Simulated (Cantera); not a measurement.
Input: 1 mol PbO, a varied amount of H₂, held at 1673 K and 10.0 mbar.

Method: chemical equilibrium by Gibbs-energy minimisation in Cantera with the NASA 1993 tables (ideal gas, pure condensed phases). Candidate condensed phases: H₂O, Pb, PbO, PbO₂, Pb₃O₄; 12 gas species. Gases not in the tables: (PbO)n polymers. The numbers say what is thermodynamically allowed, not how fast it happens.

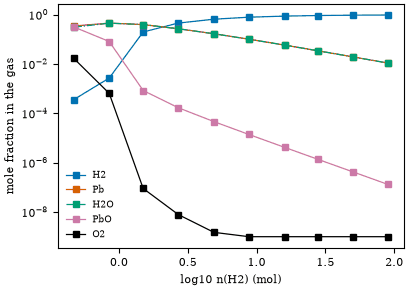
Figure. Equilibrium gas composition (values under 1e-9 drawn at 1e-9)

From 0.47 mol H₂ to 90 mol H₂ nothing is condensed.
